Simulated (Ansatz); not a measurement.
# Quasi-harmonic thermodynamics of GaC (hypothetical, Pm-3m), part 3 of 3

How much does GaC (hypothetical) expand with temperature? The compound is hypothetical: it was made by swapping elements on a known structure type.

Ansatz 0.2.0; DFT PBEsol, scalar-relativistic, plane waves, PAW.

So far. Step 2 (Probe on a coarse mesh): The start is under -17 GPa at this level and looks like a metal on this mesh. Step 5 (Relaxing to small residual forces and stress): The residual pressure is -0.0072 GPa, small enough for phonons. The relaxed cell has a = 2.772 Å (conventional setting).

## Step 8: Phonons of the refused cell

The study refused this cell, so its phonons are run alone to see which modes are imaginary.

Input file input.yaml:

```yaml
crystal:
  lattice:
    - [2.7720378472, 0.0, 0.0]
    - [0.0, 2.7720378472, 0.0]
    - [0.0, 0.0, 2.7720378472]
  atoms:
    - { symbol: Ga, position: [0.0, 0.0, 0.0] }
    - { symbol: C, position: [0.5, 0.5, 0.5] }
kpoints:
  mp_grid: { grid: [16, 16, 16] }
hamiltonian:
  xc: pbesol
scf:
  occupations: { method: methfessel_paxton, width: 0.15 }
output:
  eigenvalues: true
phonons:
  method: dfpt
  qmesh: [4, 4, 4]
  temperatures: { t_max: 1000, t_step: 50 }
  qpath:
    path:
      - [[0.0, 0.0, 0.0], [0.0, 0.5, 0.0], [0.5, 0.5, 0.0], [0.0, 0.0, 0.0], [0.5, 0.5, 0.5], [0.0, 0.5, 0.0]]
      - [[0.5, 0.5, 0.5], [0.5, 0.5, 0.0]]
    npoints: 10
```

Started as:

```
ansatz run input.yaml --threads 4 --pin off --max-ram 8192MiB --backend cpu --events-out ev --progress --plain --runs-dir out
```

Numbers of over 12 decimals in the logs are rounded to 6 here.

The log of the run:

```text
[...]
Crystal: 2 atoms, lattice volume = 21.301 Å³
Basis set: ecut = 420 eV, 437 PW (Γ), exchange–correlation on 40×40×40 points (8 copies of the dense FFT grid, shifted against one another)
Bands: 13, of which v1, the nominal top of the filled ones, is band 9 counted from 1 (8 counted from 0)
Symmetry: 48 space group operations
k-points: 165 of 4096
[...]
SCF iter   1: F=—  HF=-3986.151511 eV  |F-HF|=—  |Δ(HF+E_count)|=         —  Δρ=1.64e-2  dr2=6.83e-2  ethr=1.77e-3  ⟨swp⟩=4.7  Hψ=10675  notcnv=0
[...]
SCF iter   8: F=-3986.133002 eV  HF=-3986.133002 eV  |F-HF|=9.09e-13  |Δ(HF+E_count)|=  4.32e-11  S|Δr|=    0.00e0  Δρ=1.60e-8  dr2=3.60e-14  ethr=1.00e-12  ⟨swp⟩=5.4  Hψ=8141  notcnv=0
SCF 1 converged in 8 iterations: F = -3986.133002 eV  dr2 = 3.60e-14
[...]
phonons: the bands overlap, so this run is a metal and interpolates without the dipole-dipole term. If the crystal is really an insulator or semiconductor, its LO-TO splitting is missing
NSCF: frozen V_eff on 165 k-points
[...]
DFPT response loops at q = (0, 0, 0) (fractional): preconditioner auto → Kerker (q_TF=auto, 2.628 Å⁻¹) (partly filled bands, converged f_vac=0.000); β = 1.00, the filter's whole step (`scf.mixing.beta` (0.50) is not read by the response loops under this deck's `scf.mixing.preconditioner`; to damp them name `kerker` or `kerker_dos`, under which they read `scf.mixing.beta`, and type it under 1.00, their step now; both keys bind the ground state too); Broyden in place of MSR1
[...]
SCF converged after 8 iterations
[...]
Free energy (F): -3986.133002 eV
[...]
Internal energy: -3986.133436 eV  (E = F + TS)
E sigma→0 (E₀):  -3986.133111 eV
Entropy (-TS):   0.000434 eV (0.217 meV/atom)
Fermi energy:    12.449258 eV
[...]
--- Band table (eV; the first three rows and the last of 165) ---
  k-point 0: bands = [... 5 lower, -2.3687, 12.1110, 12.1110, 12.1110, 13.7728, 21.2132, 21.2132, 26.4314]
  k-point 1: bands = [... 5 lower, -2.3682, 11.4153, 12.1672, 12.1672, 14.2154, 21.2779, 21.4164, 26.2829]
  k-point 2: bands = [... 5 lower, -2.3666, 10.1142, 12.3317, 12.3317, 14.8432, 21.4724, 21.7983, 25.8494]
  k-point 164: bands = [... 5 lower, 5.2910, 10.0729, 10.0729, 10.0729, 13.2460, 13.2460, 13.2460, 14.6771]
--- Phonons (Γ-DFPT): 2 representative perturbations + reference (Σ response iterations 7) ---
  ASR residual: 5.202e-6 → 0.000e0 eV/Å²; symmetrization residual: 2.859e-6 eV/Å²
  ASR residual per site (eV/Å²): 3.54e-7 5.20e-6
  Γ frequencies (cm⁻¹): -137.38 -137.38 -137.38 0.00 0.00 0.00
--- Phonons (arbitrary-q DFPT): 10 irreducible q on the 4×4×4 mesh ---
  q = [0.0000, 0.0000, 0.0000] (star 1, of the zone-centre solve; hermiticity 8.04e-6, symmetrization 8.05e-12): -137.38 -137.38 -137.38 -0.00 -0.00 0.00
  q = [0.0000, 0.0000, 0.2500] (star 6, 4 solved perturbations in 4032 linear systems a pass and spin channel, the states on 1296 of 4096 k-point pairs; hermiticity 1.90e-7, symmetrization 1.32e-12): -191.34 -191.34 -165.02 -51.19 -51.19 138.78
[...]
q = [0.0000, 0.2500, -0.5000] (star 12, 6 solved perturbations on 1296 of 4096 k-point pairs; hermiticity 2.29e-7, symmetrization 4.32e-10): -425.39 -314.17 -98.01 115.12 192.35 234.21
[...]
sum rule: each row above includes the acoustic sum rule's correction from the zone centre's row sums; it moved no ω² by more than (0.34 cm⁻¹)²
  mesh force constants: q→R imaginary residual 3.54e-19; ASR residual 5.202e-6 → 0.000e0 eV/Å²; symmetrization residual 2.665e-15 eV/Å²
  interpolated dispersion: 62 rows × 6 modes
  density of states and harmonic sums: on the 24×24×24 q-mesh, interpolated from the force constants of a 4×4×4 supercell (no non-analytic term)
  largest difference from the sums on the solved wave vectors: F 3.25e-2 eV, S 3.41e-5 and C_V 1.41e-5 eV/K
  zero-point energy: 0.024594 eV/cell   skipped modes (ω ≤ 0): 1423, of them read as no rigid motion or as one in doubt: 1420 (3.106e0 modes/cell left out, lowest -565.47 cm⁻¹)   left out of the sums: 5.18e-1 of the cell's modes: C_V's classical limit lies that fraction below 3 k_B per atom; for a crystal, a wire or a layer, F and S can be off by more, and a phonons.interpolated_qmesh denser along its periods is the remedy for the sampling
```

The job ended after 2.9 min (4 threads of Arm Neoverse V2, shared host; peak memory 1.9 GiB; 11 min of CPU time).

This step gave:

```yaml
gamma_frequencies: -137.4, -137.4, -137.4, 0, 0, 0 cm⁻¹ (negative: imaginary)
lowest_frequency_on_the_path: -564.1 cm⁻¹
point_group: m-3m
highest_frequency: 240.1 cm⁻¹
```

No LO-TO term. The phonon branches at the labelled points (cm⁻¹):

| point | branch 1 | branch 2 | branch 3 | branch 4 | branch 5 | branch 6 |
| --- | --- | --- | --- | --- | --- | --- |
| Γ | -137 | -137 | -137 | 0 | 0 | 0 |
| X | -328 | -328 | -71 | -71 | 182 | 239 |
| M | -452 | -114 | 178 | 178 | 201 | 201 |
| Γ | -137 | -137 | -137 | 0 | 0 | 0 |
| R | -250 | -250 | -250 | 175 | 175 | 175 |
| X | -328 | -328 | -71 | -71 | 182 | 239 |
| jump to R | -250 | -250 | -250 | 175 | 175 | 175 |
| M | -452 | -114 | 178 | 178 | 201 | 201 |

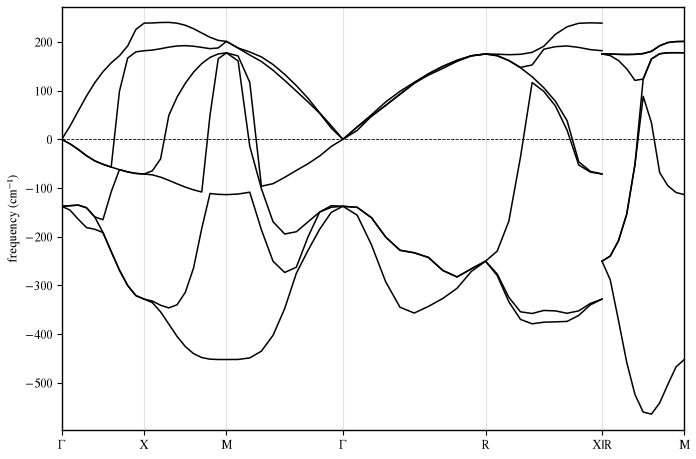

Phonon branches along the path.

The phonon density of states has structure finer than the step of the table below, so its rows give means over 50 cm⁻¹, whole bins alone (the curve runs from -565 to 245 cm⁻¹). Peaks (cm⁻¹: height): -265.0: 0.00884, -65.0: 0.0116, 175.0: 0.0370.

Tetrahedra on 24 24 24, mean over bins of 10 cm⁻¹. Table of phonon density of states by wavenumber; means over each step:

| wavenumber (cm⁻¹) | phonon density of states (1/cm⁻¹/cell) |
| --- | --- |
| -500 | 0.00153 |
| -450 | 0.00406 |
| -400 | 0.00545 |
| -350 | 0.00721 |
| -300 | 0.00766 |
| -250 | 0.00681 |
| -200 | 0.00561 |
| -150 | 0.00532 |
| -100 | 0.00698 |
| -50 | 0.00894 |
| 0 | 0.00462 |
| 50 | 0.00680 |
| 100 | 0.0117 |
| 150 | 0.0218 |
| 200 | 0.0140 |

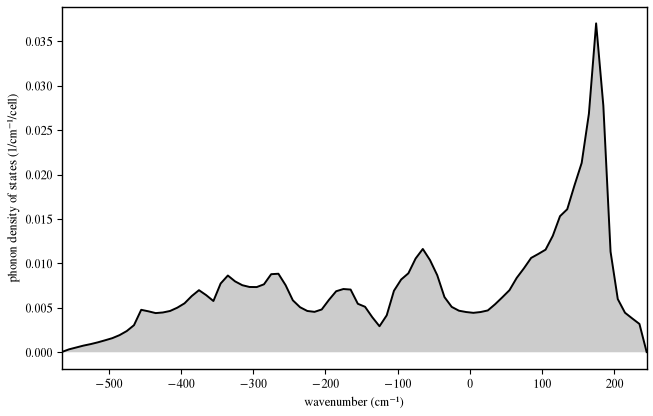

Phonon density of states, plotted against wavenumber.

No LO-TO term. Modes at Γ, with each element's share of the kinetic energy (negative means imaginary):

| mode | frequency (cm⁻¹) | symmetry | Ga % | C % |
| --- | --- | --- | --- | --- |
| 1 | -137.4 | T1u | 15 | 85 |
| 2 | -137.4 | T1u | 15 | 85 |
| 3 | -137.4 | T1u | 15 | 85 |
| 4 | 0.0 | T1u | 85 | 15 |
| 5 | 0.0 | T1u | 85 | 15 |
| 6 | 0.0 | T1u | 85 | 15 |

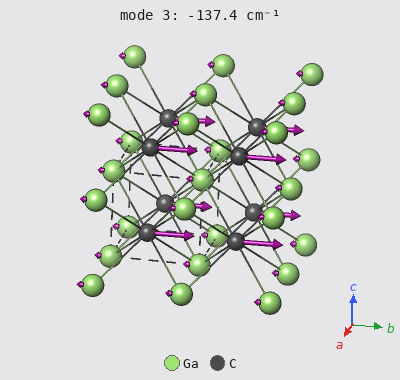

Displacement patterns of mode 3 at Γ; arrows are exaggerated. 2×2×2 cells are drawn. Some periodic images of atoms are drawn too.

Lowest modes at the softest wavevector of the mesh; phase exp(i q.(R + tau)). Modes at q = (0.250, 0.500, 0.500), with each element's share of the kinetic energy (negative means imaginary):

| mode | frequency (cm⁻¹) | Ga % | C % |
| --- | --- | --- | --- |
| 1 | -559.9 | 0 | 100 |
| 2 | 88.3 | 100 | 0 |
| 3 | 123.8 | 8 | 92 |
| 4 | 123.8 | 8 | 92 |
| 5 | 176.1 | 92 | 8 |
| 6 | 176.1 | 92 | 8 |

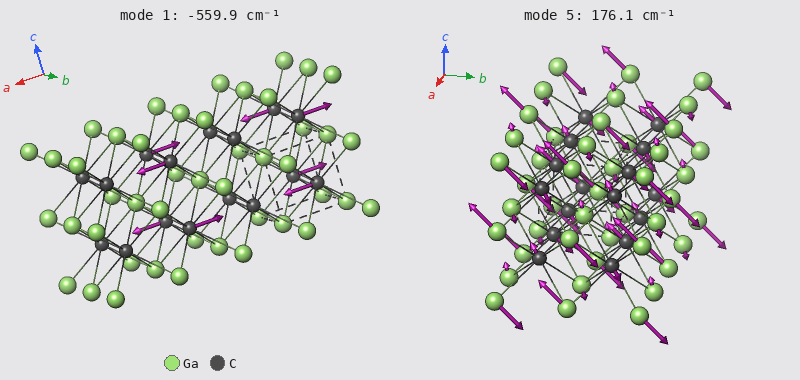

Displacement patterns of modes 1 and 5 at q = (0.250, 0.500, 0.500); arrows are exaggerated. 4×2×2 cells are drawn. Some periodic images of atoms are drawn too.

The modes has structure finer than the step of the table below, so its rows give means over 50 cm⁻¹, whole bins alone (the curve runs from -569 to 254 cm⁻¹). Peaks (cm⁻¹: height): C -341.1: 0.00853, -273.8: 0.00931, -196.2: 0.00778, -82.4: 0.00324, 93.5: 0.00254, 140.1: 0.00468, 202.2: 0.00592; Ga -66.9: 0.0115, 176.3: 0.0303.

Phonopy on the run's constants, 21x21x21 mesh, Gaussian sigma 5.9 cm⁻¹. The modes by wavenumber; means over each step; values in 1/cm⁻¹/cell:

| wavenumber (cm⁻¹) | C | Ga |
| --- | --- | --- |
| -500 | 0.00149 | 0 |
| -450 | 0.00408 | 0 |
| -400 | 0.00523 | 1.0e-5 |
| -350 | 0.00747 | 2.8e-5 |
| -300 | 0.00749 | 3.5e-5 |
| -250 | 0.00647 | 5.0e-5 |
| -200 | 0.00620 | 7.1e-5 |
| -150 | 0.00471 | 1.4e-4 |
| -100 | 0.00275 | 0.00511 |
| -50 | 7.3e-4 | 0.00861 |
| 0 | 2.2e-4 | 0.00206 |
| 50 | 0.00109 | 0.00622 |
| 100 | 0.00186 | 0.0100 |
| 150 | 0.00370 | 0.0183 |
| 200 | 0.00487 | 0.00930 |

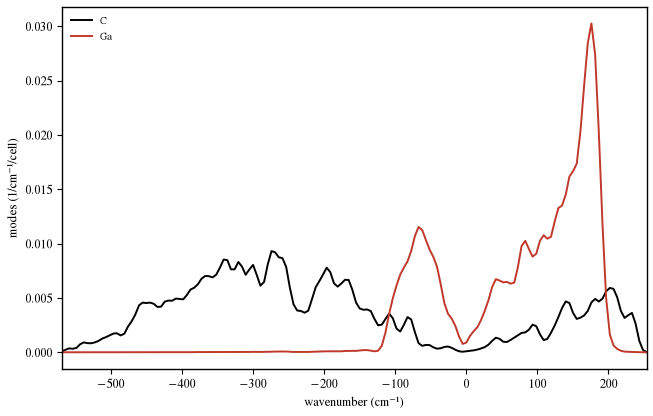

Modes, plotted against wavenumber.

The lowest solved frequency is -560 cm⁻¹, so the cell is unstable here and gives no valid free energy.

## Step 9: Summary of results

| Item | Value |
| --- | --- |
| lowest frequency at the solved wavevectors | -560 cm⁻¹ |

What this shows: With imaginary harmonic modes at the relaxed cell the quasi-harmonic free energy is undefined, so no expansion is obtained for this phase at this level. The softest solved mode is 560i cm⁻¹ at q = (0.25, -0.5, -0.5), and 10 of 10 solved wavevectors carry a mode beyond 8i cm⁻¹. In a metal soft modes also hang on the k-mesh and the smearing, which were not converged here. The PAW files were made for PBE and are used here under another functional, for which the program regenerates the frozen cores.

[Logs are printed without paths, hosts, clocks, repeated set-up lines and the standing remarks that a program may print on its own settings, such as how far it seeks lower states.]

[Hosts, paths, dates, database ids (printed as entryN), source tags and the programs' standing remarks are cut or masked in the printed files.]

[A step with changed settings may run another functional than the one named; its input shows which.]

[Pressures of single members of a volume series are the stress at the run's cutoff; with an incomplete basis they can lie off −dE/dV of the same runs, and they are not shown converged.]
